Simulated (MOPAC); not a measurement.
Single-point calculation of CClF2NSi (charge +1)

The run: single-point calculation of CClF2NSi, charge +1, multiplicity 2. Method and program: MNDO, unrestricted (MOPAC 23.2.5).

The geometry was optimised with MNDO.

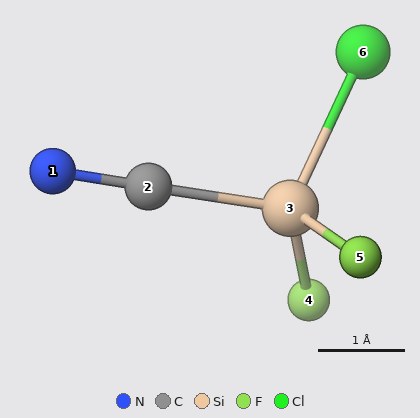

Fig. 1: The structure (ball-and-stick view, seen at a tilt; atoms are numbered from 1 in the order of the input).

The input (run.mop)
```
MNDO DOUBLET CHARGE=1 DISP 1SCF AUX(PRECISION=9) THREADS=1


N      1.907303 +1    -1.066606 +1     1.097733 +1
C      1.004804 +1    -0.591165 +1     0.535824 +1
Si    -0.334940 +1     0.122322 +1    -0.287309 +1
F     -1.489277 +1    -0.918182 +1    -0.599632 +1
F      0.055122 +1     0.700281 +1    -1.710872 +1
Cl    -1.116256 +1     1.684396 +1     0.901966 +1
```

Hardware: 1 thread of AMD EPYC (Zen 5), 128 GiB of memory available, shared host.

Launch command:
```bash
mopac run.mop
```

Output
```
MOPAC v23.2.5
MNDO CALCULATION RESULTS

 *  MNDO       - The MNDO Hamiltonian to be used
 *  DOUBLET    - SPIN STATE DEFINED AS A DOUBLET
 *
 *
 *
 *                 CHARGE ON SYSTEM = +1
 *
 *
 *
 *  1SCF       - DO 1 SCF AND THEN STOP
 *  THREADS=1  - MULTI-THREADING NOT USED
 *  AUX        - OUTPUT AUXILIARY INFORMATION
 *  DISP       - PRINT DISPERSION AND HYDROGEN BOND ENERGIES
MNDO DOUBLET CHARGE=1 DISP 1SCF AUX(PRECISION=9) THREADS=1

   ATOM   CHEMICAL          X               Y               Z
  NUMBER   SYMBOL      (ANGSTROMS)     (ANGSTROMS)     (ANGSTROMS)

     1       N          1.90730300  *  -1.06660600  *   1.09773300  *
     2       C          1.00480400  *  -0.59116500  *   0.53582400  *
     3      Si         -0.33494000  *   0.12232200  *  -0.28730900  *
     4       F         -1.48927700  *  -0.91818200  *  -0.59963200  *
     5       F          0.05512200  *   0.70028100  *  -1.71087200  *
     6      Cl         -1.11625600  *   1.68439600  *   0.90196600  *

          CARTESIAN COORDINATES

    NO.       ATOM           X           Y           Z

     1         N          1.9073     -1.0666      1.0977
     2         C          1.0048     -0.5912      0.5358
     3        Si         -0.3349      0.1223     -0.2873
     4         F         -1.4893     -0.9182     -0.5996
     5         F          0.0551      0.7003     -1.7109
     6        Cl         -1.1163      1.6844      0.9020

           Empirical Formula: C N Si F2 Cl  =     6 atoms

      MOLECULAR POINT GROUP   :   Cs

 DOUBLET STATE CALCULATION

          UHF CALCULATION, NO. OF ALPHA ELECTRONS =   17
                           NO. OF BETA  ELECTRONS =   16

 -------------------------------------------------------------------------------
 MNDO DOUBLET CHARGE=1 DISP 1SCF AUX(PRECISION=9) THREADS=1

     1SCF WAS SPECIFIED, SO BFGS WAS NOT USED
     SCF FIELD WAS ACHIEVED

                              MNDO CALCULATION

          FINAL HEAT OF FORMATION =         84.98492 KCAL/MOL =     355.57689 KJ/MOL

          TOTAL ENERGY            =     -39862.75021 KCAL/MOL = ELECTRONIC ENERGY + CORE-CORE REPULSION
          ENERGY OF ATOMS         =      39947.73512 KCAL/MOL
                              SUM =         84.98492 KCAL/MOL
          DISPERSION ENERGY       =          0.00000 KCAL/MOL
                              SUM =         84.98492 KCAL/MOL = FINAL HEAT OF FORMATION

          TOTAL ENERGY            =      -1728.61246 EV
          ELECTRONIC ENERGY       =      -4203.92706 EV
          CORE-CORE REPULSION     =       2475.31460 EV
          COSMO AREA              =        127.84 SQUARE ANGSTROMS
          COSMO VOLUME            =        116.13 CUBIC ANGSTROMS

          IONIZATION POTENTIAL    =         19.003784 EV
          ALPHA SOMO LUMO (EV)    =        -19.010 -8.056
          BETA  SOMO LUMO (EV)    =        -19.004-12.415
          NO. OF ALPHA ELECTRONS  =         17
          NO. OF BETA  ELECTRONS  =         16
          MOLECULAR WEIGHT        =        127.5530         POINT GROUP:  Cs

          MOLECULAR DIMENSIONS (Angstroms)

            Atom       Atom       Distance
           Cl     6    N     1     4.09246
            N     1    F     5     2.68365
            F     4   Cl     6     2.21085

          SCF CALCULATIONS        =          1

          WALL-CLOCK TIME         =      0.008 SECONDS
          COMPUTATION TIME        =      0.009 SECONDS

   ATOM   CHEMICAL          X               Y               Z
  NUMBER   SYMBOL      (ANGSTROMS)     (ANGSTROMS)     (ANGSTROMS)

     1       N          1.90730300  *  -1.06660600  *   1.09773300  *
     2       C          1.00480400  *  -0.59116500  *   0.53582400  *
     3      Si         -0.33494000  *   0.12232200  *  -0.28730900  *
     4       F         -1.48927700  *  -0.91818200  *  -0.59963200  *
     5       F          0.05512200  *   0.70028100  *  -1.71087200  *
     6      Cl         -1.11625600  *   1.68439600  *   0.90196600  *

                             CARTESIAN COORDINATES

   1    N        1.907303000    -1.066606000     1.097733000
   2    C        1.004804000    -0.591165000     0.535824000
   3   Si       -0.334940000     0.122322000    -0.287309000
   4    F       -1.489277000    -0.918182000    -0.599632000
   5    F        0.055122000     0.700281000    -1.710872000
   6   Cl       -1.116256000     1.684396000     0.901966000

           Empirical Formula: C N Si F2 Cl  =     6 atoms

      MOLECULAR POINT GROUP   :   Cs

          ALPHA EIGENVALUES
 -51.66620 -48.07934 -43.09392 -36.73617 -28.12616 -24.57869 -23.65470 -22.81739
 -22.65135 -22.05285 -21.24748 -20.97229 -20.95415 -20.90907 -19.30223 -19.02093
 -19.01000  -8.05609  -4.15850  -4.08346  -3.84104  -2.78544  -2.40842   1.52686

           BETA EIGENVALUES
 -51.66802 -48.08467 -43.08161 -34.38657 -27.94834 -24.16159 -22.71175 -22.65432
 -21.54561 -21.19161 -20.95928 -20.92092 -20.89262 -19.25592 -19.01055 -19.00378
 -12.41541  -7.92588  -4.14279  -4.08079  -3.82849  -2.79530  -2.40069   1.52937

              NET ATOMIC CHARGES AND DIPOLE CONTRIBUTIONS

  ATOM NO.   TYPE          CHARGE      No. of ELECS.   s-Pop       p-Pop
    1          N           0.192393        4.8076     1.82107     2.98654
    2          C          -0.527471        4.5275     1.33914     3.18833
    3         Si           1.905825        2.0942     0.78460     1.30958
    4          F          -0.444219        7.4442     1.86336     5.58085
    5          F          -0.444137        7.4441     1.86338     5.58076
    6         Cl           0.317609        6.6824     1.99032     4.69207
 DIPOLE           X         Y         Z       TOTAL
 POINT-CHG.    -1.082     3.274     3.263     4.748
 HYBRID        -0.541     0.329    -0.275     0.690
 SUM           -1.623     3.603     2.989     4.955

          ATOMIC ORBITAL ELECTRON POPULATIONS

     Atom    s        px        py        pz
    1  N   1.82107   1.05509   0.96089   0.97056
    2  C   1.33914   1.05854   1.06178   1.06800
    3 Si   0.78460   0.45040   0.40458   0.45460
    4  F   1.86336   1.81714   1.82059   1.94313
    5  F   1.86338   1.93949   1.90772   1.73356
    6 Cl   1.99032   1.48028   1.76514   1.44664

                    (SZ)    =    0.500000
                    (S**2)  =    0.751327

          ATOMIC ORBITAL SPIN POPULATIONS

    Atom   Total    s     px     py     pz
         Atomic
    1  N  0.0047  0.000  0.001 -0.000  0.004
    2  C  0.0080  0.002  0.004  0.003 -0.000
    3 Si -0.0202 -0.005 -0.003 -0.007 -0.005
    4  F -0.0015 -0.000  0.001 -0.001 -0.001
    5  F -0.0011 -0.000 -0.000 -0.001  0.000
    6 Cl  1.0101  0.001  0.480  0.076  0.453

 *                    *
 * JOB ENDED NORMALLY *
 *                    *

 TOTAL JOB TIME:             0.02 SECONDS

 == MOPAC DONE ==
```

Key numbers

| quantity | value |
| --- | --- |
| outcome | converged |
| total energy | −63.525336 hartree |
| dispersion energy | 0.000000 hartree |
| heat of formation | 84.98 kcal/mol |
| basis functions | 24 |
| ⟨S²⟩ | 0.751 |
| peak memory | 0.086 GiB |

Notes

MOPAC's energies along a path are heats of formation.
